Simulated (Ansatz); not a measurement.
The figure comes from a scan of InP (zinc blende): a phonon pattern at X = (0.5, 0.5, 0.0) is frozen into a 4-atom cell, Q being the largest atomic displacement. Calculation: r2SCAN (plane waves to 500 eV, PAW, scalar-relativistic; Ansatz, a program for electronic structure). k mesh 10×10×10 (Γ-centred), Fermi-Dirac smearing 0.05 eV. The energy includes the smearing's −TS. InP was relaxed with its symmetry unable to fall. The PAW data are Ansatz's earlier set. ΔE is measured from the undisplaced structure.

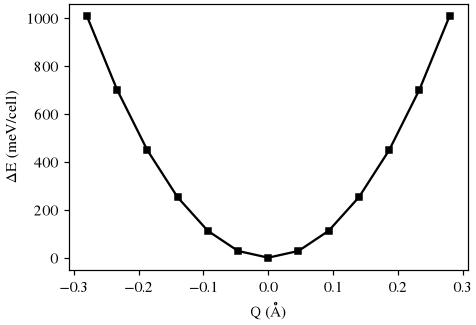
Figure. ΔE (meV/cell) against Q (Å); one marker a computed point.

**Question.** Turn the plot into a table (rounded to what can be read).

**Answer.** To the nearest 20:

```
Q (Å)   ΔE (meV/cell)
------  -------------
-0.280           1000
-0.233            700
-0.187            440
-0.140            260
-0.093            120
-0.047             20
0.000               0
0.047              20
0.093             120
0.140             260
0.187             440
0.233             700
0.280            1000
```

(For displaced atoms, the force is minus the slope of the energy, and its curvature is a force constant, which sets phonon frequencies.)
